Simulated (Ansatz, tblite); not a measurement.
**Ligand exchange: C4H4BrN + C2H5ClSi → C4H4ClN + C2H5BrSi**

Species: C4H4BrN `Brc1ccc[nH]1`, singlet; C2H5ClSi `C=C[SiH2]Cl`, singlet; C4H4ClN `Clc1ccc[nH]1`, singlet; C2H5BrSi `C=C[SiH2]Br`, singlet. The partners trade Br for Cl: C–Br and Si–Cl bonds give way to C–Cl and Si–Br.

Shapes, held fixed at every level: PBE0-D4/def2-TZVP. Flexible molecules stand in one conformer, not always the lowest. Programs: Ansatz 0.2.0, tblite 0.8.0. The zero-point and thermal change to 298 K, harmonic and unscaled (PBE0-D4/def2-TZVP), is +0.1 kJ/mol.

| level | kind | ΔH(298 K) (kJ/mol) | less CCSD(T)/def2-TZVPP | CPU time (sum over the molecules) |
| --- | --- | --- | --- | --- |
| GFN2-xTB | semi-empirical | -18.7 | -29.5 | 1.4 s |
| HF/def2-TZVPP | Hartree–Fock | +5.5 | -5.3 | – |
| SPW92/def2-TZVPP | LDA | +1.9 | -8.9 | 19 s |
| BHLYP-D4/def2-TZVPP | global hybrid | +6.5 | -4.3 | 50 s |
| r2SCAN0-D4/def2-TZVPP | global hybrid | +4.4 | -6.4 | 82 s |
| wB97X-V/def2-TZVPP | range-separated hybrid | +6.6 | -4.2 | 1.9 min |
| B2PLYP/def2-TZVPP | double hybrid | +8.9 | -1.9 | 86 s |
| CCSD(T)/def2-SVP | coupled cluster or CI | +3.7 | -7.1 | 80 s |
| CCSD(T)/def2-TZVPP | coupled cluster or CI | +10.8 | 0.0 | 34 min |

The highest level, CCSD(T)/def2-TZVPP, gives ΔH(298 K) = +10.8 kJ/mol; the levels span -18.7 to +10.8. They disagree on the sign: 8 of 9 are positive. The column of differences is taken from that level and isn't an error. No measured value is set beside it here. Relativity is left out for Br. Outer-core shells of Br are correlated, in sets that cover them unevenly. Times are processor times on shared x86 and Arm servers, and rough.

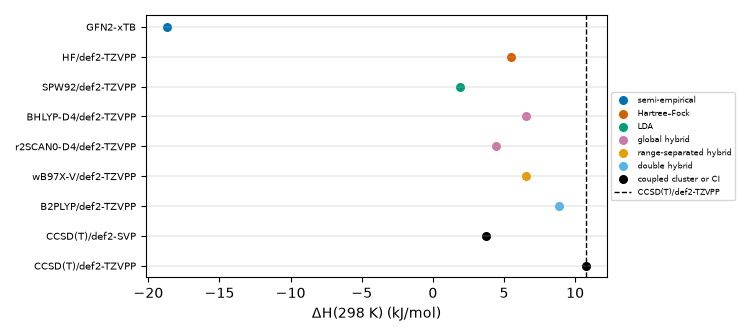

The values of the table, level by level.
